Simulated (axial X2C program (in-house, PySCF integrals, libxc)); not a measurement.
**ISb⁺: relativistic diatomic calculation**

ISb⁺, single determinant with M_S = 1/2 and |Λ| = 1. Computed at this level: r2SCAN, spin-free X2C-1e, I dyall-cv3z, Sb dyall-cv3z (cores contracted) (axial X2C program (in-house, PySCF integrals, libxc)).

## Log
```
spin-free X2C-1e  r2SCAN
basis functions 248  fitting functions 1279  grid points 5804
iter        total energy     max residual
   1     -13596.287708556     2.17e-01
   2     -13596.291344834     1.10e-02
   3     -13596.292154706     3.37e-02
   4     -13596.292279199     2.15e-03
   5     -13596.292330075     6.80e-03
   6     -13596.292337906     6.28e-04
   7     -13596.292340256     1.79e-03
   8     -13596.292340945     2.76e-04
   9     -13596.292340997     5.11e-05
  10     -13596.292341000     1.70e-05
converged
one-electron -19733.92890362  Coulomb 5939.95842358  exact exchange 0.00000000  xc functional -355.22715710  nuclear repulsion 552.90529614
```

## The points of the curve

```
R (Å)    E (hartree)  dipole (D; origin at the first atom, positive when the second is positive)  highest filled (eV)  lowest empty (eV)
2.432  −13596.284992                                                                        7.41               −10.98             −10.98
2.509  −13596.290724                                                                        7.92               −11.08             −11.08
2.587  −13596.292341                                                                        8.42               −11.17             −11.17
2.678  −13596.290449                                                                        8.98               −11.27             −11.27
2.768  −13596.285758                                                                        9.50               −11.36             −11.36
```

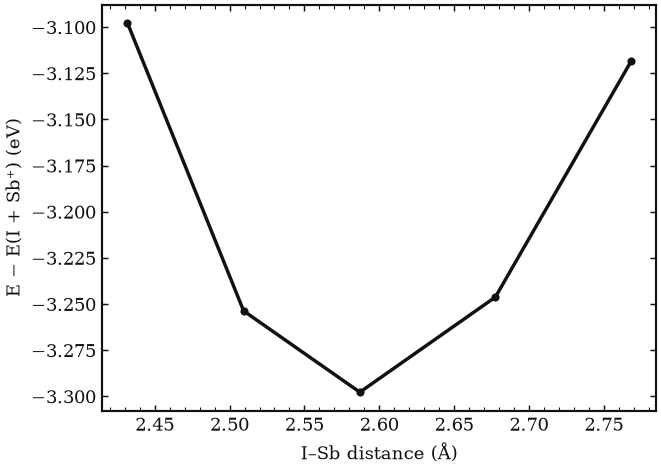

Fig. 1: Energy at 5 bond lengths, for one set of occupations held fixed; the line joins the points. A polynomial of degree 3 through 5 points gives rₑ = 2.585 Å, ωₑ = 245.1 cm⁻¹ and Bₑ = 0.04073 cm⁻¹. The minimum lies 3.30 eV below I + Sb⁺, each computed as one determinant at the same level.

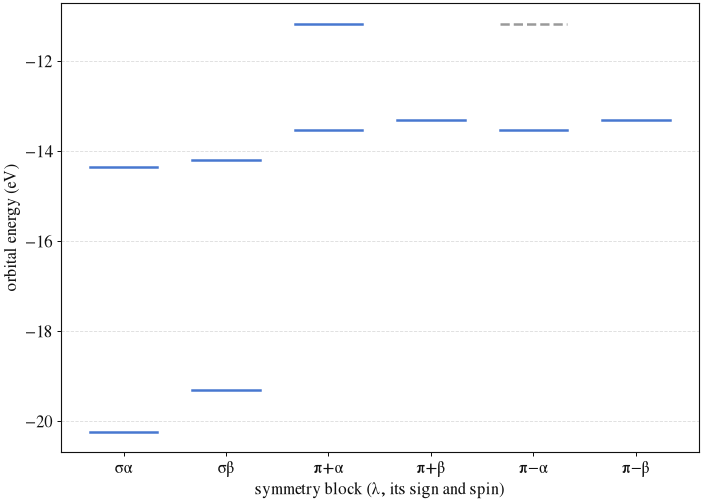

Fig. 2: Orbital energies near the frontier at 2.59 Å, filled (solid) and empty (dashed); a label such as π−α means λ = −1 and α spin. The highest filled orbital (π+α; 70 % Sb p, 26 % I p) lies at −11.17 eV, the lowest empty one (π−α; 70 % Sb p, 26 % I p) at −11.17 eV.

## Input file
```
{"zs": [53, 51], "q": 1, "bas": ["dyall-cv3z", "dyall-cv3z"], "levels": ["PBE0", "HF", "r2SCAN"], "cc": true, "r0": 2.73, "thr": -1.0, "nmax": 90, "npts": 10, "nst": 2, "ntry": 6}
```

The line is the task of a batch: nuclear charges, charge, bases, the levels to run, a first guess of the distance and further settings. This report covers r2SCAN without spin-orbit coupling. The log is that of the reference distance 2.587 Å.

The run was one of a batch that the task file lists, launched with:
```bash
python <driver script> task.json out
```

## Summary

- outcome: converged
- bond length rₑ: 2.585 Å
- ωₑ: 245.1 cm⁻¹
- energy at the minimum: −13596.29234 hartree
- depth below the fragments: 3.30 eV
- largest ⟨S²⟩ along the curve: 0.84
- hardware: 1 thread of Arm Neoverse V2, 24 GiB of memory available, shared host
- wall time: 6.8 s
- peak memory: 0.81 GiB

## Remarks

Limits: 5 of the 10 points asked for were kept; the highest filled and lowest empty levels coincide, as for a half-filled degenerate pair.
